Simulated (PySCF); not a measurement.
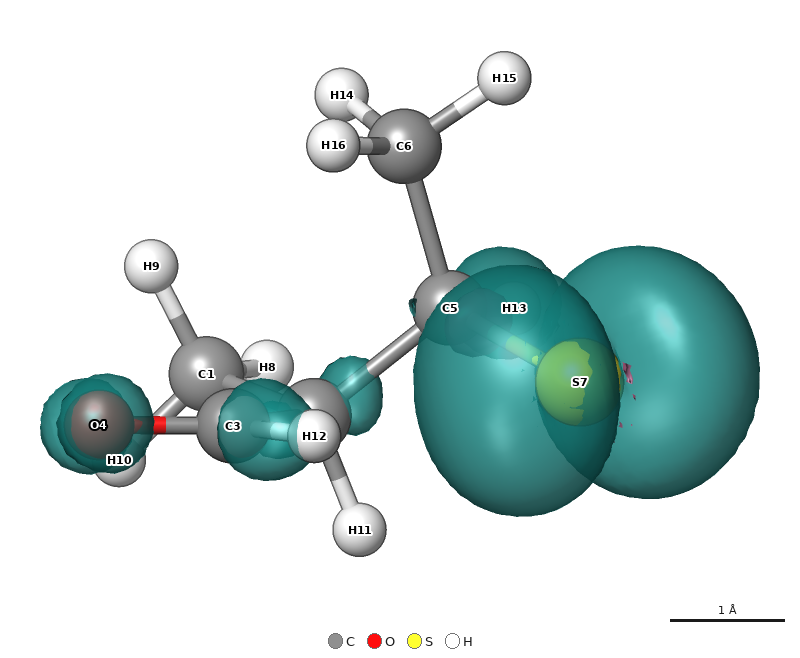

Figure. C$_{5}$H$_{9}$OS (doublet). Isosurfaces of the spin density at +0.02 (teal) and −0.02 e/Å³ (pink), seen at an oblique angle.

Geometry: GFN2-xTB.

Level of theory: UKS B3LYP, pcH-1 on C H O S, non-relativistic, mean-field spin-orbit, GIAO in PySCF.

```json
{"atom": "C", "x (Å)": "1.4140", "y (Å)": "-0.9155", "z (Å)": "-0.3196"}
{"atom": "C", "x (Å)": "0.3869", "y (Å)": "0.1323", "z (Å)": "-0.7347"}
{"atom": "C", "x (Å)": "0.7413", "y (Å)": "1.5047", "z (Å)": "-0.2175"}
{"atom": "O", "x (Å)": "1.7770", "y (Å)": "1.8262", "z (Å)": "0.2827"}
{"atom": "C", "x (Å)": "-1.0512", "y (Å)": "-0.2049", "z (Å)": "-0.3097"}
{"atom": "C", "x (Å)": "-1.2321", "y (Å)": "-0.2693", "z (Å)": "1.2009"}
{"atom": "S", "x (Å)": "-2.1917", "y (Å)": "1.0053", "z (Å)": "-1.0289"}
{"atom": "H", "x (Å)": "1.1396", "y (Å)": "-1.8971", "z (Å)": "-0.6979"}
{"atom": "H", "x (Å)": "1.5019", "y (Å)": "-0.9617", "z (Å)": "0.7622"}
{"atom": "H", "x (Å)": "2.3868", "y (Å)": "-0.6449", "z (Å)": "-0.7220"}
{"atom": "H", "x (Å)": "0.3914", "y (Å)": "0.2255", "z (Å)": "-1.8299"}
{"atom": "H", "x (Å)": "-0.0924", "y (Å)": "2.2272", "z (Å)": "-0.3653"}
{"atom": "H", "x (Å)": "-1.3375", "y (Å)": "-1.1622", "z (Å)": "-0.7577"}
{"atom": "H", "x (Å)": "-0.6741", "y (Å)": "-1.1049", "z (Å)": "1.6168"}
{"atom": "H", "x (Å)": "-2.2833", "y (Å)": "-0.4041", "z (Å)": "1.4453"}
{"atom": "H", "x (Å)": "-0.8843", "y (Å)": "0.6521", "z (Å)": "1.6639"}
```

Where is the unpaired spin?

The unpaired spin (1 electron) lies mostly on S7 (about 0.8), in electrons by Hirshfeld's partition.
